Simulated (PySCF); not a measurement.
# [Bi(NH2)]2+: other functionals and bases at one geometry

Aim: see how levels, charges and forces of [Bi(NH2)]2+ depend on the level of theory. The structure is generated, not taken from experiment.

Program: PySCF 2.14.0. Level of theory: several levels, as the steps say, no spin–orbit coupling. These are calculated values, not measurements.

2 further runs of the same task are left out: 2 for a known fault of the program.

## 1. Starting geometry

4 atoms, charge 2, spin multiplicity 1.

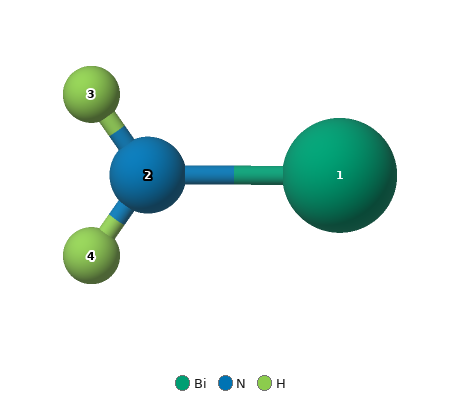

The structure; bismuth teal, nitrogen blue, hydrogen green; atoms are numbered from 1 in the order of the file.

Geometry (Å):

```xyz
4

Bi    0.0000    0.0000   -0.0803
N     0.0000    0.0000    1.9390
H     0.8517    0.0000    2.5337
H    -0.8517    0.0000    2.5337
```

Formal oxidation states: Bi +3. An earlier session relaxed this geometry at PBE0, Bi def2-SVP with ECP60, N def2-SVP, H def2-SVP (singlet, point group C2v).

At PBE0 on the finer grid: E = -269.659422 Eh, HOMO -20.76 eV, LUMO -16.84 eV, Mulliken charge on Bi1 +1.79 e, largest force component 0.005 eV/Å. 

Levels to run: wB97X; HF; BP86; B3LYP; PBE0, TZVP; PBE0, x2c-SVP. Hardware: 2 threads of Arm Neoverse V2, shared host.

## 2. wB97X

Contents of run.py (the lines that set the calculation):

```python
mol = gto.M(atom='''
Bi     0.00000     0.00000    -0.08033
N      0.00000     0.00000     1.93897
H      0.85172     0.00000     2.53367
H     -0.85172     0.00000     2.53367''',
    basis={'Bi': 'def2-SVP', 'N': 'def2-SVP', 'H': 'def2-SVP'},
    ecp={'Bi': 'def2-SVP'},
    charge=2, spin=0)
mf = dft.RKS(mol, xc='WB97X')
mf.grids.atom_grid = (75, 302)
mf = mf.density_fit()  # fitting sets: Bi def2-universal-JKFIT, N def2-universal-JKFIT, H def2-universal-JKFIT
mf.conv_tol = 1e-08; mf.max_cycle = 55
mf.kernel(dm0)  # dm0: the density of the relaxed state
```

On the command line:

```
> OMP_NUM_THREADS=2 python run.py
```

What it wrote:

```text
init E= -269.744358177451
  HOMO = -0.847279769093944  LUMO = -0.538584506498603  gap/eV = 8.40003
cycle= 1 E= -269.745052184766  delta_E= -0.000694  |g|= 0.0235  |ddm|= 0.0883
  HOMO = -0.840215701107386  LUMO = -0.541776167383386  gap/eV = 8.12095
cycle= 2 E= -269.744946147215  delta_E= 0.000106  |g|= 0.0325  |ddm|= 0.0483
  HOMO = -0.845244531195478  LUMO = -0.540844765924378  gap/eV = 8.28314
cycle= 3 E= -269.745204628598  delta_E= -0.000258  |g|= 0.00291  |ddm|= 0.026
  HOMO = -0.844980690551305  LUMO = -0.540821380952547  gap/eV = 8.27660
cycle= 4 E= -269.745208983557  delta_E= -4.35e-06  |g|= 0.000824  |ddm|= 0.00667
  HOMO = -0.84497278073945  LUMO = -0.540932162851504  gap/eV = 8.27337
cycle= 5 E= -269.74520939865  delta_E= -4.15e-07  |g|= 0.000306  |ddm|= 0.00184
  HOMO = -0.844932465425375  LUMO = -0.540935306526183  gap/eV = 8.27218
cycle= 6 E= -269.74520950458  delta_E= -1.06e-07  |g|= 3.59e-05  |ddm|= 0.00123
  HOMO = -0.844933040304056  LUMO = -0.540938570974944  gap/eV = 8.27211
cycle= 7 E= -269.745209506567  delta_E= -1.99e-09  |g|= 7.13e-06  |ddm|= 0.000162
  HOMO = -0.844931584585249  LUMO = -0.540939552292377  gap/eV = 8.27204
Extra cycle  E= -269.745209506599  delta_E= -3.15e-11  |g|= 5.75e-06  |ddm|= 1.26e-05
converged SCF energy = -269.745209506599
```

It took 1 s on 2 threads of Arm Neoverse V2, shared host.

It gives: E = -269.745210 Eh, HOMO -22.99 eV, LUMO -14.72 eV, Mulliken charge on Bi1 +1.80 e, largest force component 0.438 eV/Å. 

## 3. HF

run.py (the lines that set the calculation), as its differences from that of step 2:

```diff
@@ -8,4 +8,3 @@
     charge=2, spin=0)
-mf = dft.RKS(mol, xc='WB97X')
-mf.grids.atom_grid = (75, 302)
+mf = scf.RHF(mol)
 mf = mf.density_fit()  # fitting sets: Bi def2-universal-JKFIT, N def2-universal-JKFIT, H def2-universal-JKFIT
```

On the command line:

```
> OMP_NUM_THREADS=2 python run.py
```

What it wrote:

```text
init E= -268.331048709957
  HOMO = -0.849639509232686  LUMO = -0.48627523736781  gap/eV = 9.88765
cycle= 1 E= -268.343666192924  delta_E= -0.0126  |g|= 0.0424  |ddm|= 0.431
  HOMO = -0.848774129921946  LUMO = -0.498036897256339  gap/eV = 9.54405
cycle= 2 E= -268.344432075863  delta_E= -0.000766  |g|= 0.0143  |ddm|= 0.0815
  HOMO = -0.853608866493703  LUMO = -0.497345338264433  gap/eV = 9.69442
cycle= 3 E= -268.344559387526  delta_E= -0.000127  |g|= 0.0131  |ddm|= 0.0362
  HOMO = -0.851936497867847  LUMO = -0.498045700132765  gap/eV = 9.62986
cycle= 4 E= -268.344622725294  delta_E= -6.33e-05  |g|= 0.00411  |ddm|= 0.0165
  HOMO = -0.85278218100134  LUMO = -0.498504531954675  gap/eV = 9.64039
cycle= 5 E= -268.344649040854  delta_E= -2.63e-05  |g|= 0.00237  |ddm|= 0.0141
  HOMO = -0.853084743471443  LUMO = -0.498568124502226  gap/eV = 9.64689
cycle= 6 E= -268.34465883157  delta_E= -9.79e-06  |g|= 0.000462  |ddm|= 0.0122
  HOMO = -0.853158042320219  LUMO = -0.498638862303812  gap/eV = 9.64696
cycle= 7 E= -268.344659122412  delta_E= -2.91e-07  |g|= 6.5e-05  |ddm|= 0.00206
  HOMO = -0.853159530623016  LUMO = -0.498648941332489  gap/eV = 9.64672
cycle= 8 E= -268.344659125114  delta_E= -2.7e-09  |g|= 8.36e-06  |ddm|= 0.000128
  HOMO = -0.853160680925901  LUMO = -0.498649149090223  gap/eV = 9.64675
Extra cycle  E= -268.344659125169  delta_E= -5.51e-11  |g|= 4.05e-06  |ddm|= 1.36e-05
converged SCF energy = -268.344659125169
```

Wall time 0.4 s (2 threads of Arm Neoverse V2, shared host).

Read off: E = -268.344659 Eh, HOMO -23.22 eV, LUMO -13.57 eV, Mulliken charge on Bi1 +1.95 e, largest force component 1.022 eV/Å. 

## 4. BP86

run.py (the lines that set the calculation), as its differences from that of step 3:

```diff
@@ -8,3 +8,4 @@
     charge=2, spin=0)
-mf = scf.RHF(mol)
+mf = dft.RKS(mol, xc='B88,P86')
+mf.grids.atom_grid = (75, 302)
 mf = mf.density_fit()  # fitting sets: Bi def2-universal-JKFIT, N def2-universal-JKFIT, H def2-universal-JKFIT
```

On the command line:

```
> OMP_NUM_THREADS=2 python run.py
```

What it wrote:

```text
init E= -269.879378327488
  HOMO = -0.724834355668632  LUMO = -0.659299251672525  gap/eV = 1.78330
cycle= 1 E= -269.87747068855  delta_E= 0.00191  |g|= 0.106  |ddm|= 0.255
  HOMO = -0.761260507645392  LUMO = -0.646225522709383  gap/eV = 3.13026
cycle= 2 E= -269.816117672892  delta_E= 0.0614  |g|= 0.462  |ddm|= 0.586
  HOMO = -0.729414850732301  LUMO = -0.653077362716767  gap/eV = 2.07725
cycle= 3 E= -269.880782914707  delta_E= -0.0647  |g|= 0.0408  |ddm|= 0.413
  HOMO = -0.728467937736049  LUMO = -0.655844111999761  gap/eV = 1.97619
cycle= 4 E= -269.881462914608  delta_E= -0.00068  |g|= 0.00486  |ddm|= 0.0631
  HOMO = -0.728323760917126  LUMO = -0.65548105222852  gap/eV = 1.98215
cycle= 5 E= -269.881470039918  delta_E= -7.13e-06  |g|= 0.00197  |ddm|= 0.00491
  HOMO = -0.728422948833492  LUMO = -0.655452127298785  gap/eV = 1.98564
cycle= 6 E= -269.881471328322  delta_E= -1.29e-06  |g|= 0.000297  |ddm|= 0.00192
  HOMO = -0.728431969151574  LUMO = -0.655445749014232  gap/eV = 1.98606
cycle= 7 E= -269.881471355823  delta_E= -2.75e-08  |g|= 4.61e-05  |ddm|= 0.000283
  HOMO = -0.728434334004168  LUMO = -0.655444877828483  gap/eV = 1.98614
cycle= 8 E= -269.881471356493  delta_E= -6.7e-10  |g|= 1.71e-06  |ddm|= 4.85e-05
  HOMO = -0.728434849998157  LUMO = -0.655444829142473  gap/eV = 1.98616
Extra cycle  E= -269.881471356474  delta_E= 1.83e-11  |g|= 7.57e-06  |ddm|= 8.66e-06
converged SCF energy = -269.881471356474
```

Wall time 1 s (2 threads of Arm Neoverse V2, shared host).

Read off: E = -269.881471 Eh, HOMO -19.82 eV, LUMO -17.84 eV, Mulliken charge on Bi1 +1.73 e, largest force component 0.794 eV/Å. 

## 5. B3LYP

run.py (the lines that set the calculation), as its differences from that of step 4:

```diff
@@ -8,3 +8,3 @@
     charge=2, spin=0)
-mf = dft.RKS(mol, xc='B88,P86')
+mf = dft.RKS(mol, xc='B3LYP')
 mf.grids.atom_grid = (75, 302)
```

On the command line:

```
> OMP_NUM_THREADS=2 python run.py
```

What it wrote:

```text
init E= -269.796388275481
  HOMO = -0.755430232840531  LUMO = -0.631066575930364  gap/eV = 3.38411
cycle= 1 E= -269.796927176591  delta_E= -0.000539  |g|= 0.0135  |ddm|= 0.0838
  HOMO = -0.753913133320738  LUMO = -0.63121884568335  gap/eV = 3.33868
cycle= 2 E= -269.796752157436  delta_E= 0.000175  |g|= 0.0293  |ddm|= 0.0293
  HOMO = -0.756713726199655  LUMO = -0.630899654071955  gap/eV = 3.42358
cycle= 3 E= -269.796941141867  delta_E= -0.000189  |g|= 0.00838  |ddm|= 0.031
  HOMO = -0.756156790616366  LUMO = -0.631393068277923  gap/eV = 3.39499
cycle= 4 E= -269.796965016863  delta_E= -2.39e-05  |g|= 0.000464  |ddm|= 0.0101
  HOMO = -0.756126494184096  LUMO = -0.631338735087379  gap/eV = 3.39565
cycle= 5 E= -269.796965070491  delta_E= -5.36e-08  |g|= 0.00017  |ddm|= 0.000599
  HOMO = -0.756143625659158  LUMO = -0.631340594867112  gap/eV = 3.39606
cycle= 6 E= -269.796965078747  delta_E= -8.26e-09  |g|= 2.76e-05  |ddm|= 0.000177
  HOMO = -0.756151331562567  LUMO = -0.631337736820569  gap/eV = 3.39635
Extra cycle  E= -269.796965076796  delta_E= 1.95e-09  |g|= 8.81e-05  |ddm|= 0.000103
converged SCF energy = -269.796965076796
```

Run time: 0.8 s. Hardware: 2 threads of Arm Neoverse V2, shared host.

It gives: E = -269.796965 Eh, HOMO -20.58 eV, LUMO -17.18 eV, Mulliken charge on Bi1 +1.76 e, largest force component 0.429 eV/Å. 

## 6. PBE0, TZVP

Basis: Bi def2-TZVP with ECP60, N def2-TZVP, H def2-TZVP. 

Contents of run.py (the lines that set the calculation):

```python
mol = gto.M(atom='''
Bi     0.00000     0.00000    -0.08033
N      0.00000     0.00000     1.93897
H      0.85172     0.00000     2.53367
H     -0.85172     0.00000     2.53367''',
    basis={'Bi': 'def2-TZVP', 'N': 'def2-TZVP', 'H': 'def2-TZVP'},
    ecp={'Bi': 'def2-TZVP'},
    charge=2, spin=0)
mf = dft.RKS(mol, xc='PBE0')
mf.grids.atom_grid = (75, 302)
mf = mf.density_fit()  # fitting sets: Bi def2-universal-JKFIT, N def2-universal-JKFIT, H def2-universal-JKFIT
mf.conv_tol = 1e-08; mf.max_cycle = 55
mf.kernel(dm0)  # dm0: free metal ions and neutral atoms
```

On the command line:

```
> OMP_NUM_THREADS=2 python run.py
```

What it wrote:

```text
init E= -265.842198872544
  HOMO = -1.02665698828891  LUMO = -0.644201623485548  gap/eV = 10.40714
cycle= 1 E= -268.350791081256  delta_E= -2.51  |g|=  2.7  |ddm|= 1.85
  HOMO = -0.570142408223282  LUMO = -0.42544097171761  gap/eV = 3.93753
cycle= 2 E= -262.311940354158  delta_E= 6.04  |g|= 3.74  |ddm|= 4.18
  HOMO = -0.840249348346566  LUMO = -0.543498503668099  gap/eV = 8.07500
cycle= 3 E= -269.205653539692  delta_E= -6.89  |g|= 1.38  |ddm|= 4.42
  HOMO = -0.837658082947335  LUMO = -0.623383345489826  gap/eV = 5.83071
cycle= 4 E= -269.574301029257  delta_E= -0.369  |g|= 0.766  |ddm|=  1.6
  HOMO = -0.727864524462566  LUMO = -0.639280960064067  gap/eV = 2.41048
cycle= 5 E= -269.675971560477  delta_E= -0.102  |g|= 0.468  |ddm|= 1.05
  HOMO = -0.745741789352707  LUMO = -0.616729457982311  gap/eV = 3.51060
cycle= 6 E= -269.733774725769  delta_E= -0.0578  |g|= 0.111  |ddm|= 0.354
  HOMO = -0.755050461118172  LUMO = -0.619635487959686  gap/eV = 3.68483
cycle= 7 E= -269.735392563353  delta_E= -0.00162  |g|= 0.0707  |ddm|= 0.0599
  HOMO = -0.759773309640833  LUMO = -0.617265122037988  gap/eV = 3.87785
cycle= 8 E= -269.736727918803  delta_E= -0.00134  |g|= 0.0102  |ddm|= 0.054
  HOMO = -0.760497459986542  LUMO = -0.616928560547775  gap/eV = 3.90671
cycle= 9 E= -269.736758209552  delta_E= -3.03e-05  |g|= 0.00164  |ddm|= 0.0104
  HOMO = -0.760448587342641  LUMO = -0.61699315013456  gap/eV = 3.90362
cycle= 10 E= -269.736758794889  delta_E= -5.85e-07  |g|= 0.000759  |ddm|= 0.00101
  HOMO = -0.760398898469944  LUMO = -0.617017988144619  gap/eV = 3.90159
cycle= 11 E= -269.736758945008  delta_E= -1.5e-07  |g|= 3.58e-05  |ddm|= 0.00062
  HOMO = -0.760396330350085  LUMO = -0.61701934571072  gap/eV = 3.90149
cycle= 12 E= -269.736758945378  delta_E= -3.71e-10  |g|= 1.68e-06  |ddm|= 3.52e-05
  HOMO = -0.760396401554644  LUMO = -0.617019394673738  gap/eV = 3.90149
Extra cycle  E= -269.736758945379  delta_E= -1.25e-12  |g|= 1.15e-06  |ddm|= 2.34e-06
converged SCF energy = -269.736758945379
```

Wall time 2.9 s (2 threads of Arm Neoverse V2, shared host).

Read off: E = -269.736759 Eh, HOMO -20.69 eV, LUMO -16.79 eV, Mulliken charge on Bi1 +1.79 e, largest force component 0.915 eV/Å. 

## 7. PBE0, x2c-SVP

Basis: Bi x2c-SVPall, N x2c-SVPall, H x2c-SVPall. All electrons are treated, with the spin-free X2C Hamiltonian.

Contents of run.py (the lines that set the calculation):

```python
mol = gto.M(atom='''
Bi     0.00000     0.00000    -0.08033
N      0.00000     0.00000     1.93897
H      0.85172     0.00000     2.53367
H     -0.85172     0.00000     2.53367''',
    basis={'Bi': 'x2c-SVPall', 'N': 'x2c-SVPall', 'H': 'x2c-SVPall'},
    nucmod='G',
    charge=2, spin=0)
mf = dft.RKS(mol, xc='PBE0')
mf.grids.atom_grid = (99, 590)
mf = mf.density_fit()  # fitting sets: Bi AutoAux, N AutoAux, H AutoAux
mf = mf.sfx2c1e()
mf.conv_tol = 1e-08; mf.max_cycle = 55
mf.kernel(dm0)  # dm0: free metal ions and neutral atoms
```

On the command line:

```
> OMP_NUM_THREADS=2 python run.py
```

What it wrote:

```text
init E= -21585.1223717725
  HOMO = -1.02326550615212  LUMO = -0.641883140434281  gap/eV = 10.37794
cycle= 1 E= -21587.6482223358  delta_E= -2.53  |g|= 2.34  |ddm|= 2.36
  HOMO = -0.574420751605125  LUMO = -0.428399644934121  gap/eV = 3.97344
cycle= 2 E= -21581.7996850337  delta_E= 5.85  |g|= 3.54  |ddm|= 4.72
  HOMO = -0.834113797865379  LUMO = -0.544663726800293  gap/eV = 7.87634
cycle= 3 E= -21588.6117974933  delta_E= -6.81  |g|= 1.03  |ddm|= 4.63
  HOMO = -0.818846702575156  LUMO = -0.640093680566584  gap/eV = 4.86412
cycle= 4 E= -21588.8567604255  delta_E= -0.245  |g|=  0.6  |ddm|= 1.45
  HOMO = -0.747884126728254  LUMO = -0.63754986896919  gap/eV = 3.00235
cycle= 5 E= -21588.9451369348  delta_E= -0.0884  |g|= 0.204  |ddm|= 0.773
  HOMO = -0.757696913495923  LUMO = -0.618403167261993  gap/eV = 3.79038
cycle= 6 E= -21588.9574471368  delta_E= -0.0123  |g|= 0.0355  |ddm|= 0.24
  HOMO = -0.760293400934034  LUMO = -0.620804475873147  gap/eV = 3.79569
cycle= 7 E= -21588.9574201714  delta_E= 2.7e-05  |g|= 0.0287  |ddm|= 0.0432
  HOMO = -0.761853420541586  LUMO = -0.620589584067335  gap/eV = 3.84398
cycle= 8 E= -21588.9575856416  delta_E= -0.000165  |g|= 0.014  |ddm|= 0.0137
  HOMO = -0.762914095635464  LUMO = -0.620121113175499  gap/eV = 3.88559
cycle= 9 E= -21588.9576423336  delta_E= -5.67e-05  |g|= 0.000428  |ddm|= 0.0133
  HOMO = -0.762992719567222  LUMO = -0.62008427324364  gap/eV = 3.88874
cycle= 10 E= -21588.9576423528  delta_E= -1.92e-08  |g|= 0.000495  |ddm|= 0.0011
  HOMO = -0.762967979003762  LUMO = -0.620108095024491  gap/eV = 3.88742
cycle= 11 E= -21588.9576424187  delta_E= -6.59e-08  |g|= 3.8e-05  |ddm|= 0.000491
  HOMO = -0.76296416477448  LUMO = -0.620108292006043  gap/eV = 3.88731
cycle= 12 E= -21588.9576424191  delta_E= -4.07e-10  |g|= 1.05e-06  |ddm|= 3.96e-05
  HOMO = -0.76296426100877  LUMO = -0.620108382143744  gap/eV = 3.88731
Extra cycle  E= -21588.9576424191  delta_E= 2.91e-11  |g|= 6.69e-07  |ddm|= 2.1e-06
converged SCF energy = -21588.9576424191
```

Run time: 8.1 s. Hardware: 2 threads of Arm Neoverse V2, shared host.

It gives: E = -21588.957642 Eh, HOMO -20.76 eV, LUMO -16.87 eV, Mulliken charge on Bi1 +1.83 e, largest force component 0.374 eV/Å. 

## 8. Results

| level | state | HOMO (eV) | gap (eV) | charge on Bi1 (e) | dipole (D) | largest force (eV/Å) | basis functions | time |
| --- | --- | --- | --- | --- | --- | --- | --- | --- |
| PBE0 (relaxed here) | singlet | -20.76 | 3.91 | 1.79 | 3.12 | 0.00 | 50 | 1.5 s |
| wB97X | singlet | -22.99 | 8.27 | 1.80 | 2.88 | 0.44 | 50 | 1 s |
| HF | singlet | -23.22 | 9.65 | 1.95 | 2.25 | 1.02 | 50 | 0.4 s |
| BP86 | singlet | -19.82 | 1.99 | 1.73 | 3.48 | 0.79 | 50 | 1 s |
| B3LYP | singlet | -20.58 | 3.40 | 1.76 | 3.25 | 0.43 | 50 | 0.8 s |
| PBE0, TZVP | singlet | -20.69 | 3.90 | 1.79 | 3.16 | 0.92 | 93 | 2.9 s |
| PBE0, x2c-SVP | singlet | -20.76 | 3.89 | 1.83 | 3.10 | 0.37 | 86 | 8.1 s |

Times are on 2 threads of Arm Neoverse V2, shared host; the first row also made further properties. The dipole of a charged species depends on the origin, so these sizes hold for this origin alone.

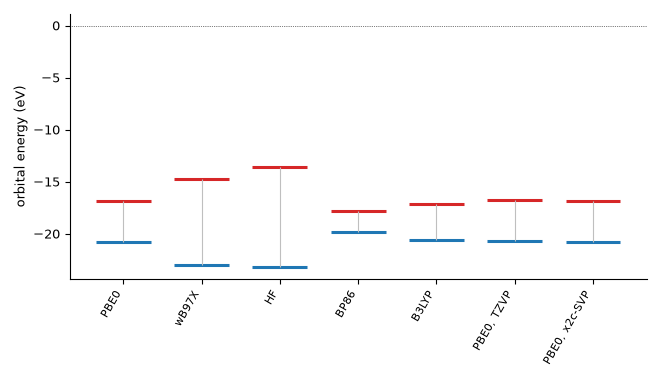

Highest filled and lowest empty level, method by method.

In one basis the HOMO–LUMO gap runs from 1.99 eV (BP86) to 9.65 eV (HF). The largest leftover force, 1.02 eV/Å with HF, stands at a geometry relaxed at another level. The Mulliken charge on Bi spans +1.73 to +1.95 e over the levels. Total energies of different levels can't be compared. Spin–orbit coupling is left out throughout.
